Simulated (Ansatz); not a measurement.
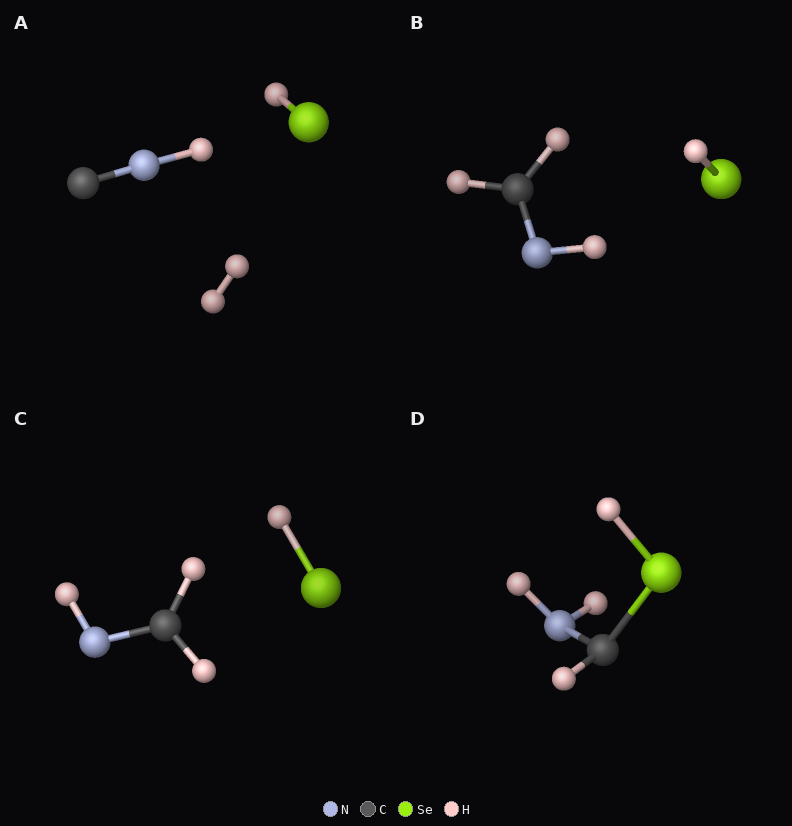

4 stationary structures of one formula. State: charge −1, singlet. Geometries: PBE-D4/def2-SVPD. Electronic energies: PBE-D4/def2-SVPD (Ansatz 0.2.0), without zero-point energy. No frequency run is at hand to confirm each as a minimum. Each is one conformer, not always the lowest.

**Rank them by energy, lowest first.**

B is lowest (C1); C lies 4.2 kcal/mol above it (C1), A lies 23.6 kcal/mol above it (C1), D lies 38.1 kcal/mol above it (C1).
